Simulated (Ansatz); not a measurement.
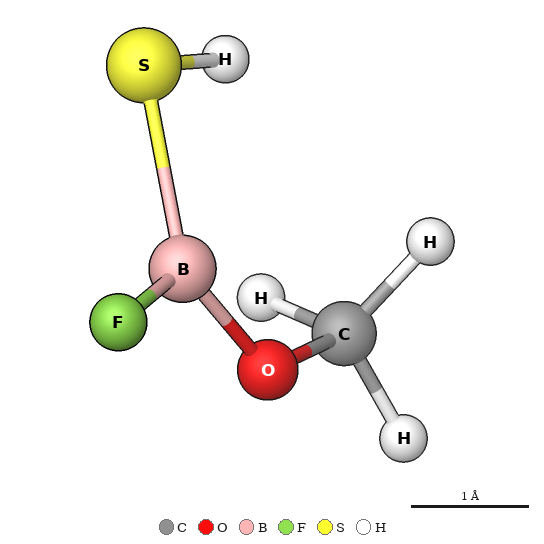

Rendered structure (ball-and-stick style). Every bond is drawn as one stick, whatever its order.

Computed geometry: PBE0-D4/def2-TZVP optimisation.

What does the picture show?

The molecule is CH4BFOS. As SMILES it reads `COB(F)S`. It has no ring. This geometry has Cs symmetry. Coordination: 1 C tetrahedral; 1 O bent; 1 B trigonal planar; 1 S bent.

More results for the same structure follow; atom numbers are the same in all pictures, views and colours differ.

**Shape**

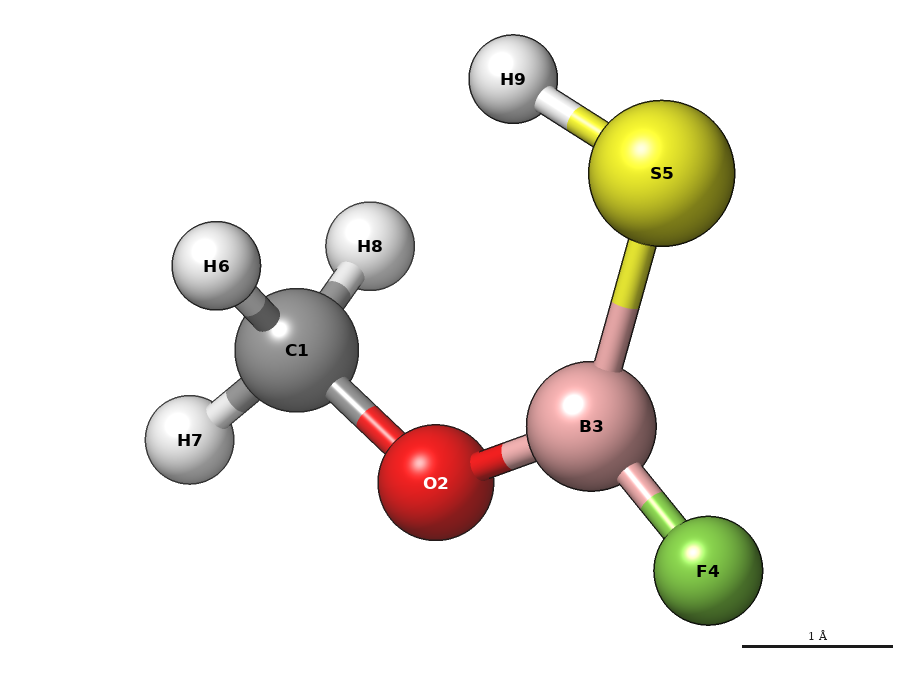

Numbered structure.

Give the bond lengths.

```
 bond  length (Å)   order
C1–O2       1.409  single
C1–H6       1.094  single
C1–H7       1.089  single
C1–H8       1.094  single
O2–B3       1.344  single
B3–F4       1.328  single
B3–S5       1.819  single
S5–H9       1.341  single
```

**Charges**

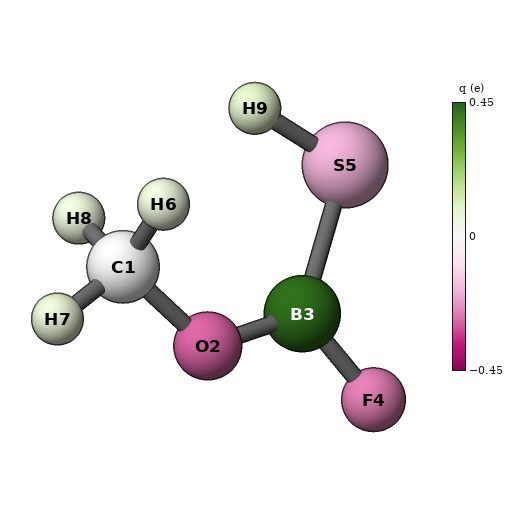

Atoms are coloured by their Mulliken charges. Properties computed with RKS r2SCAN-D4/def2-TZVPP (Ansatz 0.2.0).

List the Mulliken charges.

| atom | value (e) |
| --- | --- |
| C1 | 0.00 |
| O2 | −0.29 |
| B3 | 0.43 |
| F4 | −0.26 |
| S5 | −0.18 |
| H6 | 0.06 |
| H7 | 0.07 |
| H8 | 0.06 |
| H9 | 0.10 |

**Vibrations**

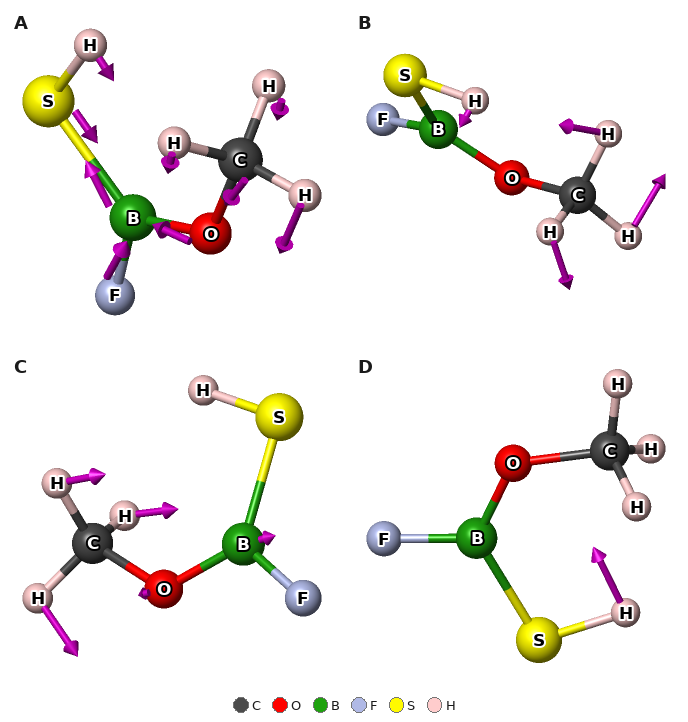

4 normal modes of one molecule or complex, as arrows. Harmonic vibrations computed with RKS PBE0-D4/def2-TZVP (Ansatz 0.2.0) at a stationary point of the same level.

Question: Match the panels to the wavenumbers 135 cm⁻¹, 619 cm⁻¹, 837 cm⁻¹, 1515 cm⁻¹.

Answer: A: 619 cm⁻¹, B–S stretching
B: 135 cm⁻¹, a torsion or out-of-plane motion in which bond lengths and bond angles hardly change
C: 1515 cm⁻¹
D: 837 cm⁻¹, B–S–H bending

**Thermal motion**

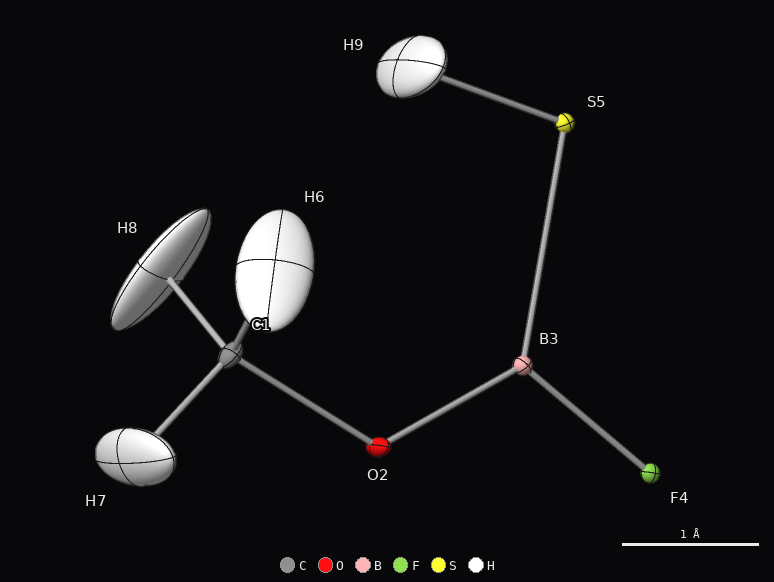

Displacement ellipsoids at the 50 % level, from the internal vibrations of the free molecule (harmonic, no overall translation or rotation; no half-axis is drawn under 0.075 Å). Vibrations computed with RKS PBE0-D4/def2-TZVP (Ansatz 0.2.0). Temperature: 298 K.

List U_eq and the three principal root-mean-square amplitudes for each kind of atom.

```
  atom  U_eq (Å²)   rms amplitudes (Å)
    C1     0.0039  0.036, 0.067, 0.076
    O2     0.0042  0.031, 0.045, 0.098
    B3     0.0022  0.039, 0.043, 0.056
    F4     0.0020  0.038, 0.046, 0.050
    S5    0.00099  0.019, 0.029, 0.042
H6, H8     0.0607  0.083, 0.186, 0.375
    H7     0.0569  0.093, 0.146, 0.375
    H9     0.0439  0.083, 0.161, 0.314
```

**Electronic properties**

Level of theory: RKS PBE0-D4/def2-SVP (Ansatz 0.2.0).

Question: Estimate the dispersion correction.

Answer: −14.3 kJ/mol.

Question: What is the HOMO–LUMO gap?

Answer: 8.62 eV.

Question: What is the HOMO energy (Kohn–Sham orbital)?

Answer: −7.82 eV.

Mulliken values depend strongly on the basis set and can even reverse the polarity of a bond.
